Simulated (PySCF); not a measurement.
# CCSDT(Q)/STO-6G run of PH3S (SMILES [PH3]=S)

Aim: the energy change on altering one bond length of PH3S at CCSDT(Q)/STO-6G, from 2 runs. Input form: a Python script.

The results are computed with PySCF 2.14.0.

11 further runs of the same task are left out: 1 that didn't finish, 10 set aside as unsound or not needed.

## (1) The structure to begin with

PH3S has 5 atoms, charge 0, and is taken as a singlet. As SMILES, `[PH3]=S`. Geometry: relaxed at GFN2-xTB.

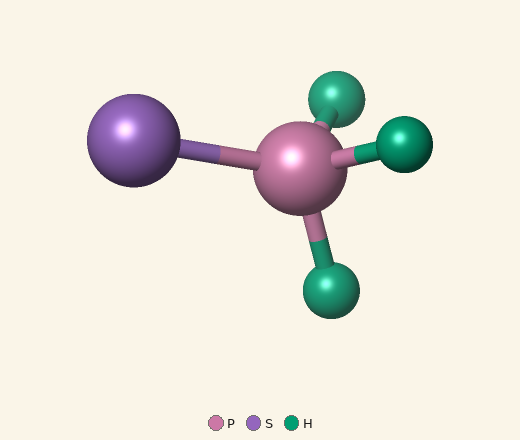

The structure, seen from a chosen angle (phosphorus pink, sulfur purple, hydrogen teal).

## (2) The energy at CCSDT(Q)/STO-6G

File job.py:

```python
from pyscf import gto, cc

mol = gto.M(
    atom=[
    ('P', (0.007920, -0.006600, 0.007660)),
    ('S', (1.261690, -0.941140, 1.111260)),
    ('H', (-1.166840, 0.461930, 0.594540)),
    ('H', (-0.532470, -0.676580, -1.089190)),
    ('H', (0.429710, 1.162380, -0.624270)),
],
    verbose=3,
    charge=0,
    basis='sto-6g',
    spin=0,
    max_memory=1860,
)

mf = mol.RHF()
mf.conv_tol = 1e-10
mf.kernel()
if not mf.converged:
    mf = mf.newton().run(mf.mo_coeff, mf.mo_occ)

mycc = cc.CCSDT(mf, frozen=10)
mycc.kernel()
e_bracket, e_q = mycc.ccsdt_q()
energy = mycc.e_tot + e_q
print(f'total energy: {energy:.8f} hartree')
```

Run with:

```
$ OMP_NUM_THREADS=1 python job.py
```

What it wrote:

```text
converged SCF energy = -737.357733220814
_make_eris_incore_RCCSDT

WARN: A large `blksize` is being used, which may cause large memory consumption
      for storing contraction intermediates. If memory is sufficient, consider using
      `pyscf.cc.rccsdt_highm.RCCSDT` instead.

RCCSDT converged
E(RCCSDT) = -737.4450879431665   E_corr = -0.087354722352822
E_corr(same-spin) = -0.00817624739940174
E_corr(oppo-spin) = -0.0791784749534203
_make_eris_incore_RCCSDT
total energy: -737.44510442 hartree
```

Wall time 1.4 s (1 thread of Arm Neoverse V2, shared host); peak memory 0.12 GiB.

## (3) The distorted shape

File input.xyz:

```xyz
5

P     -0.498225    -1.409367     0.765971
S      0.755545    -2.343907     1.869571
H     -1.672985    -0.940837     1.352851
H     -1.038615    -2.079347    -0.330879
H      0.429710     1.162380    -0.624270
```

File calc.py:

```python
from pyscf import gto, cc

mol = gto.M(
    atom='input.xyz',
    max_memory=1860,
    spin=0,
    verbose=4,
    basis='sto-6g',
)

mf = mol.RHF()
mf.conv_tol = 1e-10
mf.kernel()
if not mf.converged:
    mf = mf.newton().run(mf.mo_coeff, mf.mo_occ)

mycc = cc.CCSDT(mf, frozen=10)
mycc.kernel()
e_bracket, e_q = mycc.ccsdt_q()
e_final = mycc.e_tot + e_q
print('E(%s) = %.9f' % ('CCSDT(Q)', e_final))
```

Run with:

```
$ OMP_NUM_THREADS=1 python calc.py
```

What it wrote:

```text
PySCF version 2.14.0

[INPUT] num. atoms = 5
[INPUT] num. electrons = 34
[INPUT] charge = 0
[INPUT] spin (= nelec alpha-beta = 2S) = 0
[INPUT] symmetry False subgroup None
[INPUT] Mole.unit = angstrom
[INPUT] Symbol           X                Y                Z      unit          X                Y                Z       unit  Magmom
[INPUT]  1 P     -0.498225000000  -1.409367000000   0.765971000000 AA   -0.941508798411  -2.663317639000   1.447475409359 Bohr   0.0
[INPUT]  2 S      0.755545000000  -2.343907000000   1.869571000000 AA    1.427773124785  -4.429342291451   3.532977160429 Bohr   0.0
[INPUT]  3 H     -1.672985000000  -0.940837000000   1.352851000000 AA   -3.161483460505  -1.777924257857   2.556517877344 Bohr   0.0
[INPUT]  4 H     -1.038615000000  -2.079347000000  -0.330879000000 AA   -1.962697898865  -3.929396347936  -0.625270690370 Bohr   0.0
[INPUT]  5 H      0.429710000000   1.162380000000  -0.624270000000 AA    0.812034212987   2.196579852672  -1.179699327782 Bohr   0.0

nuclear repulsion = 88.7751490975176
number of shells = 13
number of NR pGTOs = 126
number of NR cGTOs = 21
basis = sto-6g
ecp = {}

******** <class 'pyscf.scf.hf.RHF'> ********
method = RHF
initial guess = minao
damping factor = 0
level_shift factor = 0
DIIS = <class 'pyscf.scf.diis.CDIIS'>
diis_start_cycle = 1
diis_space = 8
diis_damp = 0
SCF conv_tol = 1e-10
SCF conv_tol_grad = None
SCF max_cycles = 50
direct_scf = True
direct_scf_tol = 1e-13
Set gradient conv threshold to 1e-05
Initial guess from minao.
init E= -736.911543827037
  HOMO = -0.163778008689468  LUMO = -0.0939879369283198  gap/eV = 1.89908
cycle= 1 E= -736.980173548072  delta_E= -0.0686  |g|= 0.436  |ddm|=  2.7
  HOMO = -0.0896449329475686  LUMO = 0.0648729857016733  gap/eV = 4.20465
cycle= 2 E= -737.06282243704  delta_E= -0.0826  |g|= 0.243  |ddm|= 1.51
  HOMO = -0.12909351007838  LUMO = 0.0558133561308056  gap/eV = 5.03157
cycle= 3 E= -737.091689143538  delta_E= -0.0289  |g|= 0.0538  |ddm|= 0.626
  HOMO = -0.122302029759718  LUMO = 0.0626880977644869  gap/eV = 5.03384
cycle= 4 E= -737.092171535517  delta_E= -0.000482  |g|= 0.0458  |ddm|= 0.288
  HOMO = -0.129824429996785  LUMO = 0.0588183535444798  gap/eV = 5.13323
cycle= 5 E= -737.094127651501  delta_E= -0.00196  |g|= 0.00707  |ddm|= 0.167
  HOMO = -0.12853433801991  LUMO = 0.0588624114651574  gap/eV = 5.09933
cycle= 6 E= -737.094176270422  delta_E= -4.86e-05  |g|= 0.00225  |ddm|= 0.0243
  HOMO = -0.127905305006445  LUMO = 0.0591561901461869  gap/eV = 5.09020
cycle= 7 E= -737.094181343331  delta_E= -5.07e-06  |g|= 0.00044  |ddm|= 0.00901
  HOMO = -0.127910956188534  LUMO = 0.0591389136967115  gap/eV = 5.08989
cycle= 8 E= -737.09418163502  delta_E= -2.92e-07  |g|= 5e-05  |ddm|= 0.00295
  HOMO = -0.127896529630253  LUMO = 0.059133243403777  gap/eV = 5.08934
cycle= 9 E= -737.094181638235  delta_E= -3.22e-09  |g|= 1.64e-05  |ddm|= 0.000223
  HOMO = -0.127897864700449  LUMO = 0.0591355151595543  gap/eV = 5.08944
cycle= 10 E= -737.094181638723  delta_E= -4.88e-10  |g|= 3.89e-06  |ddm|= 0.00012
  HOMO = -0.127897257640375  LUMO = 0.0591340442137805  gap/eV = 5.08938
cycle= 11 E= -737.09418163875  delta_E= -2.67e-11  |g|= 2.98e-07  |ddm|= 2.71e-05
  HOMO = -0.127897277325638  LUMO = 0.05913417938356  gap/eV = 5.08939
Extra cycle  E= -737.094181638749  delta_E= 1.02e-12  |g|= 1.26e-07  |ddm|= 9.02e-07
converged SCF energy = -737.094181638749

******** <class 'pyscf.cc.rccsdt.RCCSDT'> ********
RCCSDT nocc = 7, nmo = 11
Allocating only the i<=j<=k part of the T3 amplitude in memory
frozen orbitals 10
max_cycle = 50
conv_tol = 1e-07
conv_tol_normt = 1e-06
diis with the T3 amplitude
diis_space = 6
diis_start_cycle = 0
diis_start_energy_diff = 1e+09
einsum_backend: numpy
_make_eris_incore_RCCSDT
blksize  7    blksize_oovv  4    blksize_oooo  4    blksize_vvvv  1

WARN: A large `blksize` is being used, which may cause large memory consumption
      for storing contraction intermediates. If memory is sufficient, consider using
      `pyscf.cc.rccsdt_highm.RCCSDT` instead.

Approximate memory usage estimate
    T3 memory                42.0 KB
    R3 memory                42.0 KB
    Symmetrized T3 memory    28.0 KB
    ERIs memory               114 KB
    T1-ERIs memory            114 KB
    Intermediates memory      114 KB
    Block workspace          88.0 KB
    T3 einsum buffer         88.0 KB
Total estimated memory        631 KB
Init t2, MP2 energy = -737.287121257331  E_corr(MP2) -0.192939618582
Init E_corr(RCCSDT) = -0.192939618582096
cycle =  1  E_corr(RCCSDT) = -0.223165949745  dE = -3.022633116256e-02  norm(d tamps) = 2.16990743e-01
cycle =  2  E_corr(RCCSDT) = -0.255551277789  dE = -3.238532804473e-02  norm(d tamps) = 1.43464740e-01
cycle =  3  E_corr(RCCSDT) = -0.253077951498  dE =  2.473326290922e-03  norm(d tamps) = 7.15488916e-02
cycle =  4  E_corr(RCCSDT) = -0.255740786474  dE = -2.662834975632e-03  norm(d tamps) = 6.94574710e-02
cycle =  5  E_corr(RCCSDT) = -0.261436484339  dE = -5.695697864878e-03  norm(d tamps) = 2.84824595e-02
cycle =  6  E_corr(RCCSDT) = -0.260725188995  dE =  7.112953443180e-04  norm(d tamps) = 9.24057489e-03
cycle =  7  E_corr(RCCSDT) = -0.261249695929  dE = -5.245069345399e-04  norm(d tamps) = 3.79317825e-03
cycle =  8  E_corr(RCCSDT) = -0.261303391814  dE = -5.369588432097e-05  norm(d tamps) = 1.30493138e-03
cycle =  9  E_corr(RCCSDT) = -0.261298272039  dE =  5.119774455276e-06  norm(d tamps) = 5.98500875e-04
cycle = 10  E_corr(RCCSDT) = -0.261261215754  dE =  3.705628547851e-05  norm(d tamps) = 3.15194518e-04
cycle = 11  E_corr(RCCSDT) = -0.261255975018  dE =  5.240735234280e-06  norm(d tamps) = 2.42367439e-04
cycle = 12  E_corr(RCCSDT) = -0.261266194677  dE = -1.021965885684e-05  norm(d tamps) = 1.24853978e-04
cycle = 13  E_corr(RCCSDT) = -0.261264095029  dE =  2.099647997633e-06  norm(d tamps) = 4.82857983e-05
cycle = 14  E_corr(RCCSDT) = -0.261266878981  dE = -2.783951815133e-06  norm(d tamps) = 2.05766016e-05
cycle = 15  E_corr(RCCSDT) = -0.261267193278  dE = -3.142965540603e-07  norm(d tamps) = 6.16194482e-06
cycle = 16  E_corr(RCCSDT) = -0.261267250701  dE = -5.742337116921e-08  norm(d tamps) = 2.75538186e-06
cycle = 17  E_corr(RCCSDT) = -0.261267235460  dE =  1.524098419692e-08  norm(d tamps) = 1.26046762e-06
cycle = 18  E_corr(RCCSDT) = -0.261267210703  dE =  2.475656857293e-08  norm(d tamps) = 5.08763909e-07
RCCSDT converged
E(RCCSDT) = -737.3554488494525   E_corr = -0.2612672107033951
E_corr(same-spin) = -0.0113364623322552
E_corr(oppo-spin) = -0.24993074837114
_make_eris_incore_RCCSDT
[Q] correction =  5.001580961996e-04    (Q) correction = -2.250664974034e-04
E(CCSDT(Q)) = -737.355673916
```

Run time: 1.4 s. Hardware: 1 thread of Arm Neoverse V2, shared host; peak memory 0.12 GiB.

## (4) What came out

At CCSDT(Q)/STO-6G, 10 core orbitals frozen:

| quantity | value |
| --- | --- |
| first shape: total energy | -737.44510 Eh |
| first shape: dipole moment (Hartree–Fock density) | 4.41 D |
| first shape: HOMO energy (Hartree–Fock orbitals) | -4.65 eV |
| first shape: LUMO energy (Hartree–Fock orbitals) | 11.78 eV |
| first shape: HOMO–LUMO gap (Hartree–Fock orbitals) | 16.43 eV |
| first shape: correlation energy (10 core orbitals frozen) | -87.4 mEh |
| first shape: T1 diagnostic | 0.014 |
| distorted shape: total energy | -737.35567 Eh |
| distorted shape: dipole moment (Hartree–Fock density) | 2.67 D |
| distorted shape: HOMO energy (Hartree–Fock orbitals) | -3.48 eV |
| distorted shape: LUMO energy (Hartree–Fock orbitals) | 1.61 eV |
| distorted shape: HOMO–LUMO gap (Hartree–Fock orbitals) | 5.09 eV |
| distorted shape: correlation energy (10 core orbitals frozen) | -261.5 mEh |
| distorted shape: T1 diagnostic | 0.046 |
| energy change with the P1–H5 bond stretched from 1.394 to 3.067 Å | 2.434 eV |

With the P1–H5 bond stretched from 1.394 to 3.067 Å the energy rises by 2.43 eV (235 kJ/mol). The first shape isn't relaxed at this level, so the change isn't measured from a minimum. The minimal basis adds a large error of its own. The T1 diagnostic (distorted shape) of 0.046 is above the customary mark for such species, so a single reference may not serve. Mulliken charges (distorted shape) of the mean-field density run from -0.16 on H5 to +0.43 on P1; they depend strongly on the basis.
